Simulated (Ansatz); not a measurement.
# BaTiO3 (P4mm): a soft mode frozen in, part 2 of 3

Aim: this structure of BaTiO3 (P4mm) is to be tested for unstable modes, and one is followed downhill.

Ansatz 0.2.0; DFT LDA, scalar-relativistic, plane waves, PAW; PAW set soft_1.

So far. Step 4 (The mode frozen in, largest atomic shift 0.04 Å): The run ends at a pressure of 0.42 GPa, with forces up to 0.030 eV/Å.

The database entry behind the starting cell differs from later determinations by our own check (c/a about 0.6 % short), so it need not match the best structure at ambient conditions.

### 5. Energy along the mode, all amplitudes (two of the runs are shown above)

An imaginary frequency means negative curvature, so the energy should fall and then rise again as anharmonic terms take over.

Numbers from this step:

```yaml
depth_at_the_lowest_point_sampled: 0.172 meV/atom
largest_atomic_shift_at_that_point: 0.04 Å
```

The energy from the parent by largest atomic shift:

```
largest atomic shift (Å)  energy from the parent (meV/atom)
                  0.0000                                  0
                  0.0400                             -0.172
                  0.0800                               1.62
                  0.1400                               21.4
```

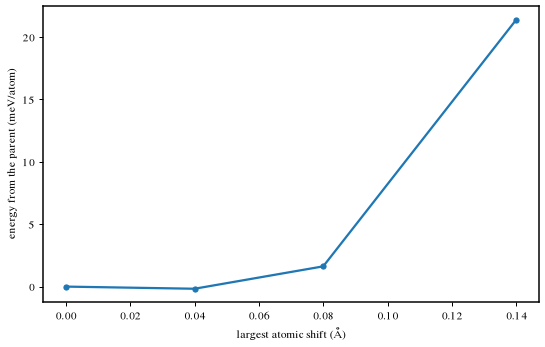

Energy from the parent, plotted against largest atomic shift.

Displacement at unit largest shift by atom:

```csv
atom,x (Å),y (Å),z (Å),size
Ba1,-0.016,-0.016,0.000,0.023
Ti2,-0.582,-0.582,0.000,0.823
O3,0.484,0.484,0.000,0.684
O4,0.582,0.813,0.000,1.000
O5,0.813,0.582,0.000,1.000
```

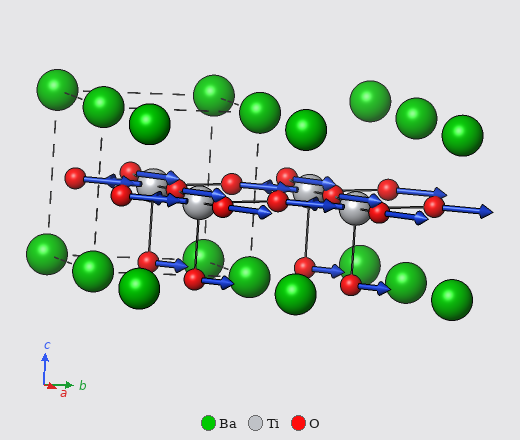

Displacement at unit largest shift as arrows, the longest 1.000 Å. 2×2×1 cells are drawn. Some periodic images of atoms are drawn too.

The lowest of the steps tried is at 0.04 Å, 0.172 meV/atom below the parent; the bottom of the well need not coincide with a step.

### 6. Relaxation from the frozen mode

Starting from the lowest point found, all atoms and the cell are let go, so that strain and other modes of the same symmetry can join in.

input.yaml

```yaml
crystal:
  lattice:
    - [3.9269704377, 0.0, 0.0]
    - [0.0, 3.9269704377, 0.0]
    - [0.0, 0.0, 3.9745611088]
  atoms:
    - { symbol: Ba, position: [-0.0001625017, -0.0001625017, 0.0010879549] }
    - { symbol: Ti, position: [0.4940686105, 0.4940686105, 0.4888984683] }
    - { symbol: O, position: [0.5049306021, 0.5049306021, 0.0221032866] }
    - { symbol: O, position: [0.5059241934, 0.0082860064, 0.5154551451] }
    - { symbol: O, position: [0.0082860064, 0.5059241934, 0.5154551451] }
kpoints:
  mp_grid: { grid: [8, 8, 8] }
hamiltonian:
  xc: lda
  pseudopotentials: { kind: paw, azcp: { folder: soft_1 }, xc_functional: pbe }
scf:
  occupations: { method: fixed }
output:
  forces: true
  stress: true
  eigenvalues: true
relax:
  adjacent_minimum: "off"
  f_tol: 0.002
  max_steps: 120
  cell: { stress_tol: 0.03 }
```

On the command line:

```console
ansatz run input.yaml --threads 4 --pin off --max-ram 10240MiB --backend cpu --events-out ev --progress --plain --runs-dir out
```

Numbers of over 12 decimals in the logs are rounded to 6 here.

Log:

```text
[...]
Crystal: 5 atoms, lattice volume = 61.292 Å³
Basis set: ecut = 420 eV, 1213 PW (Γ)
Bands: 25, of which v1, the nominal top of the filled ones, is band 20 counted from 1 (19 counted from 0)
Symmetry: 2 space group operations
[...]
k-points: 150 of 512 (time reversal used)
[...]
SCF iter   1: F=—  HF=-9905.101985 eV  |F-HF|=—  |Δ(HF+E_count)|=         —  Δρ=5.41e-2  dr2=1.85e0  ethr=3.10e-3  ⟨swp⟩=4.8  Hψ=14581  notcnv=0  defer=315
[...]
SCF iter   9: F=-9904.639298 eV  HF=-9904.639298 eV  |F-HF|=1.82e-10  |Δ(HF+E_count)|=   5.06e-8  Δρ=4.68e-6  dr2=9.81e-9  ethr=2.50e-10  ⟨swp⟩=9.8  Hψ=19952  notcnv=0
SCF 1 converged in 9 iterations: F = -9904.639298 eV  dr2 = 9.81e-9
[...]
relax step   1: F+E_penalty+E_count = -9904.63929848 eV  Δ(F+E_penalty+E_count) = +0.000e0 eV  max|allowed force component| = 2.982e-2 eV/Å  Δτ_max = 0.0000 Å  P = +0.420 GPa  Ω = 61.292 Å³  (9 SCF iters, dr2 threshold 1.00e-7 eV, accepted)
Crystal: 5 atoms, lattice volume = 61.424 Å³
Basis set: ecut = 420 eV, 1215 PW (Γ)
[...]
iter 1 solved again at ethr=1.93e-7 eV; its pass at ethr=3.10e-3 eV (dr2=7.70e-5 eV) is discarded
[...]
SCF iter   4: F=-9904.639085 eV  HF=-9904.639085 eV  |F-HF|=1.33e-7  |Δ(HF+E_count)|=   2.49e-6  Δρ=2.43e-5  dr2=3.86e-7  ethr=1.25e-9  ⟨swp⟩=7.3  Hψ=21744  notcnv=0
SCF 2 converged in 4 iterations: F = -9904.639085 eV  dr2 = 3.86e-7
relax step   2: F+E_penalty+E_count = -9904.63908524 eV  Δ(F+E_penalty+E_count) = +2.132e-4 eV  max|allowed force component| = 2.271e-2 eV/Å  Δτ_max = 0.0018 Å  P = -0.013 GPa  Ω = 61.424 Å³  energy of the carried Pulay correction = -4.605e-4 eV  (4 SCF iters, dr2 threshold 5.00e-7 eV, accepted)
Crystal: 5 atoms, lattice volume = 61.422 Å³
[...]
SCF iter   4: F=-9904.639243 eV  HF=-9904.639243 eV  |F-HF|=2.15e-8  |Δ(HF+E_count)|=   1.87e-7  Δρ=8.73e-6  dr2=4.40e-8  ethr=8.56e-10  ⟨swp⟩=7.9  Hψ=19416  notcnv=0
SCF 3 converged in 4 iterations: F = -9904.639243 eV  dr2 = 4.40e-8
relax step   3: F+E_penalty+E_count = -9904.63924344 eV  Δ(F+E_penalty+E_count) = -1.582e-4 eV  max|allowed force component| = 2.663e-2 eV/Å  Δτ_max = 0.0010 Å  P = -0.021 GPa  Ω = 61.422 Å³  energy of the carried Pulay correction = -4.551e-4 eV  (4 SCF iters, dr2 threshold 3.42e-7 eV, accepted)
[...]
relax step   4: F+E_penalty+E_count = -9904.63932690 eV  Δ(F+E_penalty+E_count) = -8.347e-5 eV  max|allowed force component| = 3.217e-2 eV/Å  Δτ_max = 0.0007 Å  P = -0.016 GPa  Ω = 61.415 Å³  energy of the carried Pulay correction = -4.288e-4 eV  (5 SCF iters, dr2 threshold 5.15e-8 eV, accepted)
[...]
relax step   5: F+E_penalty+E_count = -9904.64007109 eV  Δ(F+E_penalty+E_count) = -7.442e-4 eV  max|allowed force component| = 1.031e-2 eV/Å  Δτ_max = 0.0291 Å  P = +0.007 GPa  Ω = 61.430 Å³  energy of the carried Pulay correction = -4.826e-4 eV  (7 SCF iters, dr2 threshold 6.47e-8 eV, accepted)
[...]
relax step   6: F+E_penalty+E_count = -9904.64018995 eV  Δ(F+E_penalty+E_count) = -1.189e-4 eV  max|allowed force component| = 1.034e-3 eV/Å  Δτ_max = 0.0037 Å  P = +0.003 GPa  Ω = 61.407 Å³  energy of the carried Pulay correction = -4.015e-4 eV  (6 SCF iters, dr2 threshold 6.65e-9 eV, accepted)
[...]
relax step   7: F+E_penalty+E_count = -9904.64062425 eV  Δ(F+E_penalty+E_count) = -4.343e-4 eV  max|allowed force component| = 1.268e-3 eV/Å  Δτ_max = 0.0000 Å  P = +0.015 GPa  Ω = 61.407 Å³  stress off target by 4.20e-2 GPa  SCF on the basis re-selected at this cell (its energy is not comparable with the rows above)  (6 SCF iters)
[...]
relax step   8: F+E_penalty+E_count = -9904.64063171 eV  Δ(F+E_penalty+E_count) = -7.463e-6 eV  max|allowed force component| = 2.402e-4 eV/Å  Δτ_max = 0.0034 Å  P = -0.000 GPa  Ω = 61.409 Å³  energy of the carried Pulay correction = -6.241e-6 eV  (6 SCF iters, dr2 threshold 4.41e-9 eV, accepted)
[...]
SCF iter   5: F=-9904.640632 eV  HF=-9904.640632 eV  |F-HF|=5.46e-12  |Δ(HF+E_count)|=  1.82e-12  Δρ=1.24e-7  dr2=7.95e-12  ethr=1.00e-12  ⟨swp⟩=11.7  Hψ=23017  notcnv=0
SCF 9 converged in 5 iterations: F = -9904.640632 eV  dr2 = 7.95e-12
relax step   9: F+E_penalty+E_count = -9904.64063164 eV  Δ(F+E_penalty+E_count) = +7.121e-8 eV  max|allowed force component| = 2.394e-4 eV/Å  Δτ_max = 0.0000 Å  P = -0.000 GPa  Ω = 61.409 Å³  stress off target by 6.29e-3 GPa  SCF on the basis re-selected at this cell (its energy is not comparable with the rows above)  (5 SCF iters)
basis re-selected at this cell: Δ(F+E_penalty+E_count) = +7.121e-8 eV, ΔP = +0.000 GPa vs the last step (what re-selecting the basis moved, of the pressure what is left beyond the Pulay correction that the steps carried, after the strain that the cell walked since its last selection, with what the two solves' SCF thresholds leave and, on support functions, any second-order correction that the steps lacked; it is no m [...]
SCF converged after 5 iterations
Free energy (F): -9904.640632 eV
[...]
Internal energy: -9904.640632 eV  (E = F + TS)
E sigma→0 (E₀):  -9904.640632 eV
Fermi energy:    10.482455 eV
[...]
--- Forces (eV/Å), atoms counted from 1 ---
  atom   1  Ba    -0.00024546    -0.00024546    -0.00002792
  atom   2  Ti     0.00007843     0.00007843     0.00014698
  atom   3  O     -0.00000168    -0.00000168    -0.00006140
  atom   4  O     -0.00003762     0.00017623    -0.00004170
  atom   5  O      0.00017623    -0.00003762    -0.00004170
  max |Σ_I F_I| component: 3.01e-5 eV/Å
--- Stress (GPa, compression-positive) ---
        0.003049       0.000591      -0.000776
        0.000591       0.003049      -0.000776
       -0.000776      -0.000776      -0.006167
  P = ⅓ Tr σ = -0.0000 GPa (-0.000 kbar)
--- Band table (eV; the first three rows and the last of 150) ---
  k-point 0: bands = [... 16 lower, 9.2946, 10.1938, 10.2946, 10.2953, 12.6298, 12.6329, 12.7454, 15.0852, ... 1 higher]
  k-point 1: bands = [... 16 lower, 9.1788, 9.8772, 10.1979, 10.2091, 12.6708, 12.9322, 12.9401, 15.0882, ... 1 higher]
  k-point 2: bands = [... 16 lower, 8.9046, 9.2907, 9.9552, 9.9975, 12.7236, 13.5218, 13.5751, 15.0883, ... 1 higher]
  k-point 149: bands = [... 16 lower, 8.2154, 10.4712, 10.4723, 10.4825, 15.0221, 15.1009, 15.1018, 17.4186, ... 1 higher]
--- Relaxed structure (7 steps of the walk, 7 accepted, 2 SCFs on fresh bases) ---
  F+E_penalty+E_count = -9904.64063164 eV   max|allowed force component| = 2.394e-4 eV/Å   (the final SCF, on the basis selected at the relaxed cell)
  cell:  # Å, volume = 61.4089 Å³
    - [3.944991, 0.00224305, 0.00229289]
    - [0.00224305, 3.944991, 0.00229289]
    - [0.00232068, 0.00232068, 3.945844]
  atoms:
    - { symbol: Ba, position: [-0.00207601, -0.00207601, 0.00382689] }
    - { symbol: Ti, position: [0.489366, 0.489366, 0.495154] }
    - { symbol: O, position: [0.507205, 0.507205, 0.017456] }
    - { symbol: O, position: [0.507233, 0.011320, 0.513281] }
    - { symbol: O, position: [0.011320, 0.507233, 0.513281] }
```

The job ended after 77 s (4 threads of Arm Neoverse V1, shared host; peak memory 0.57 GiB).

Relaxation path:

```csv
step,energy less that of the first step (eV),largest force component (eV/Å),pressure (GPa),volume (Å³)
1,0.0000,0.0298,0.42,61.29
2,0.0002,0.0227,-0.01,61.42
3,0.0001,0.0266,-0.02,61.42
4,0.0000,0.0322,-0.02,61.41
5,-0.0008,0.0103,0.01,61.43
6,-0.0009,0.0010,0.00,61.41
7*,-0.0013,0.0013,0.02,61.41
8,-0.0013,0.0002,0.00,61.41
9*,-0.0013,0.0002,0.00,61.41
```

Relaxation steps marked * repeat the geometry before them on a plane-wave basis chosen anew for their cell, so energy and pressure can jump there.

The run keeps the 2 symmetry operations that it works with, so distortions that break them were not tested.

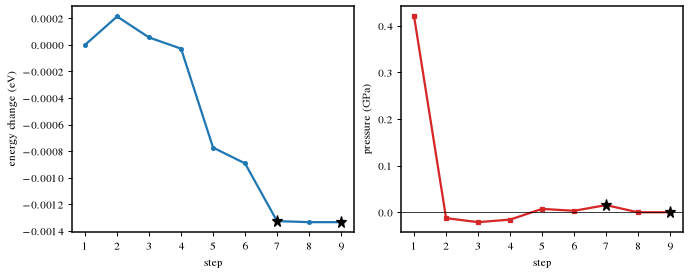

Energy and pressure along the relaxation. Stars mark steps on a basis chosen anew.

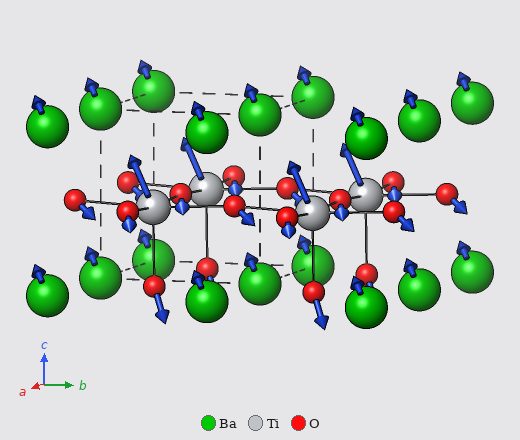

Displacements in the relaxation, exaggerated, measured against the changing cell; the longest in the cell stands for 0.04 Å. 2×2×1 cells are drawn. Some periodic images of atoms are drawn too.

```csv
cell as run,before,after,change
a (Å),3.927,3.945,+0.5 %
b (Å),3.927,3.945,+0.5 %
c (Å),3.975,3.946,-0.7 %
α (°),90.00,89.93,-0.1 %
β (°),90.00,89.93,-0.1 %
γ (°),90.00,89.93,-0.1 %
volume (Å³/atom),12.26,12.28,+0.2 %
```

The atoms that moved most (Å, as changes of fractional coordinates times the final cell):

| atom | dx | dy | dz | length |
| --- | --- | --- | --- | --- |
| Ti2 | -0.019 | -0.019 | 0.025 | 0.036 |
| O3 | 0.009 | 0.009 | -0.018 | 0.022 |
| O5 | 0.012 | 0.005 | -0.009 | 0.016 |
| O4 | 0.005 | 0.012 | -0.009 | 0.016 |
| Ba1 | -0.008 | -0.008 | 0.011 | 0.015 |

The relaxed structure:

```cif
data_structure
_symmetry_space_group_name_H-M 'P 1'
_symmetry_Int_Tables_number 1
_cell_length_a 3.9450
_cell_length_b 3.9450
_cell_length_c 3.9458
_cell_angle_alpha 89.933
_cell_angle_beta 89.933
_cell_angle_gamma 89.935
_cell_volume 61.41
loop_
_atom_site_label
_atom_site_type_symbol
_atom_site_fract_x
_atom_site_fract_y
_atom_site_fract_z
_atom_site_occupancy
Ba1 Ba 0.99792 0.99792 0.00383 1
Ti2 Ti 0.48937 0.48937 0.49515 1
O3 O 0.50720 0.50720 0.01746 1
O4 O 0.50723 0.01132 0.51328 1
O5 O 0.01132 0.50723 0.51328 1
```

Numbers from this step:

```yaml
pressure: -2.29e-5 GPa
gap_on_the_k_mesh: 2.147 eV
volume_per_atom: 12.28 Å³
```

The distorted start has space group Cm; the relaxation ends in R3m.

### 7. The new phase in its own primitive cell

The relaxed structure is symmetrised, reduced to its primitive cell and relaxed tightly, as its phonons need.

input.yaml, the sections that differ from step 6:

```yaml
crystal:
  lattice:
    - [2.7880720648, 1.6096941571, 2.2804448608]
    - [-2.7880720648, 1.6096941571, 2.2804448608]
    - [0.0, -3.2193883142, 2.2804448608]
  atoms:
    - { symbol: Ba, position: [0.9979239882, 0.9979239882, 0.9979239882] }
    - { symbol: Ti, position: [0.4893274484, 0.4893274484, 0.4893274484] }
    - { symbol: O, position: [0.5072048697, 0.5072048697, 0.0115535914] }
    - { symbol: O, position: [0.5072048697, 0.0115535914, 0.5072048697] }
    - { symbol: O, position: [0.0115535914, 0.5072048697, 0.5072048697] }
kpoints:
  mp_grid: { grid: [9, 9, 9] }
relax:
  adjacent_minimum: "off"
  f_tol: 0.001
  max_steps: 60
  cell: { stress_tol: 0.01 }
# hamiltonian, scf, output: as in step 6
```

Log:

```text
[...]
Crystal: 5 atoms, lattice volume = 61.407 Å³
Basis set: ecut = 420 eV, 1213 PW (Γ)
Bands: 25, of which v1, the nominal top of the filled ones, is band 20 counted from 1 (19 counted from 0)
Symmetry: 6 space group operations
[...]
k-points: 85 of 729 (time reversal used)
[...]
cell:  # Å, volume = 61.4070 Å³
    - [2.788085, 1.609701, 2.280423]
    - [-2.788085, 1.609701, 2.280423]
    - [0, -3.219403, 2.280423]
  atoms:
    - { symbol: Ba, position: [0.997926, 0.997926, 0.997926] }
    - { symbol: Ti, position: [0.489342, 0.489342, 0.489342] }
    - { symbol: O, position: [0.507274, 0.507274, 0.011399] }
    - { symbol: O, position: [0.507274, 0.011399, 0.507274] }
    - { symbol: O, position: [0.011399, 0.507274, 0.507274] }
[key lines of the parts left out:]
SCF converged after 5 iterations
Free energy (F): -9904.640624 eV
Fermi energy:    10.442741 eV
P = ⅓ Tr σ = 0.0052 GPa (0.052 kbar)
```

It took 35 s on 4 threads; peak memory 0.49 GiB; 2.3 min of CPU time.

Little changed from the start: no atom moved by 0.005 Å and no cell edge by 0.1 %.

Numbers from this step:

```yaml
pressure: 0.005229 GPa
gap_on_the_k_mesh: 2.189 eV
direct_gap_on_mesh: 2.336 eV
```

The largest force component left is 0.10 meV/Å and the pressure is 0.005 GPa, within the tolerances set. The cell now holds 12.28 Å³/atom.

(Continued in part 3 of 3.)

[Logs are printed without paths, hosts, clocks, repeated set-up lines and the standing remarks that a program may print on its own settings, such as how far it seeks lower states.]

[Hosts, paths, dates, database ids (printed as entryN), source tags and the programs' standing remarks are cut or masked in the printed files.]
